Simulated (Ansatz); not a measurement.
# F$_{3}$In (SMILES [F][In]([F])[F]): what the fields show

```tsv
atom	x (Å)	y (Å)	z (Å)
F	-1.3134	-0.3791	1.3494
In	0.0154	-0.0162	-0.0102
F	1.7834	-0.7871	0.1515
F	-0.4300	1.1222	-1.5110
```

Core potentials replace the inner electrons of In.

Theory: RKS PBE0/def2-SVP (Ansatz).

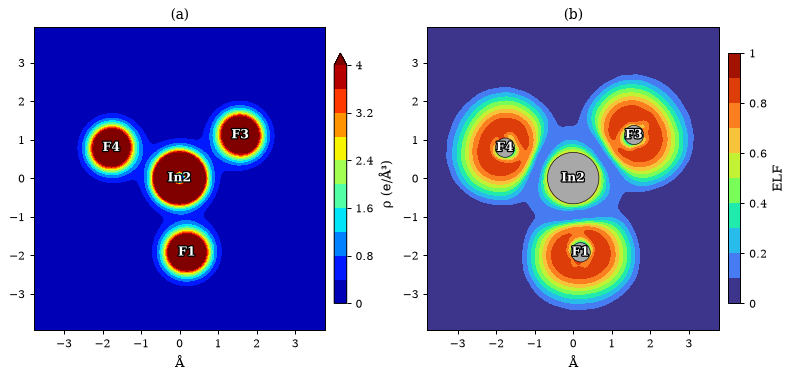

Figure 1. (a) electron density; (b) electron localisation function on the molecular plane. Grey discs cover the atomic cores in the ELF map.

> What does the map show?

The section cuts through F and In sites. In–F (1.94 Å): ρ at the midpoint is about 0.74 e/Å³; the ELF peaks at about 0.80 in the valence shell of F, 0.5 Å from its nucleus, and drops to about 0.10 between the two atoms. The ELF also peaks beside F1, F4 and F3, away from the bonds: lone-pair regions.

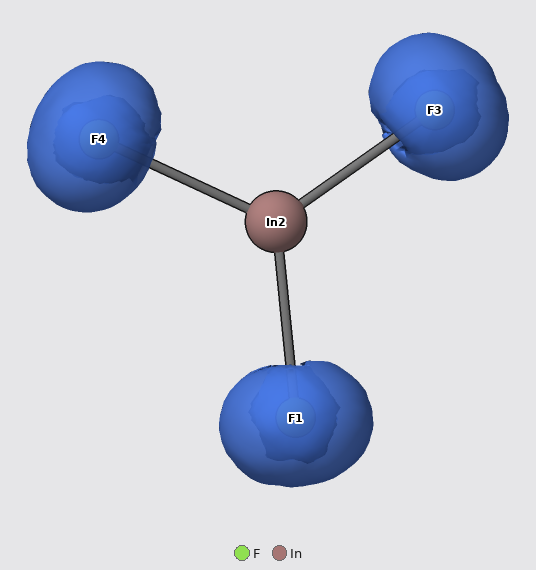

Figure 2. Isosurface of the electron localisation function at 0.8 (blue), seen at a tilt. Core shells and regions of very low density are left out.

> Identify the bonds, lone pairs and shells in this picture.

At this value the surface marks out three regions wrapped around F (the valence shell of each).

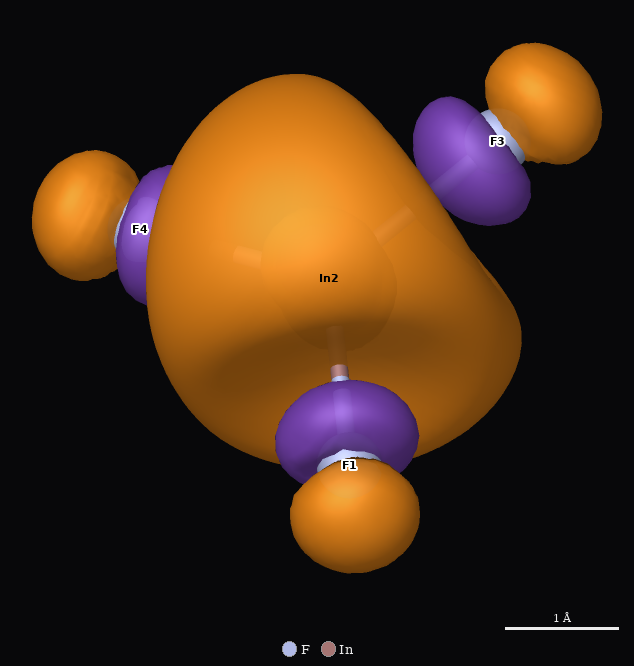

Figure 3. The LUMO at ±0.1 Å⁻³ᐟ² (orange and purple are the two phases), seen at a tilt.

> What is the character of this orbital?

Its weight (Hirshfeld) is mainly on In2 (about 60 %), F1 (about 15 %), F3 (about 15 %) and F4 (about 15 %); it is symmetric in the molecular plane (an in-plane orbital: σ, lone-pair or in-plane π type). Its energy is −3.36 eV.
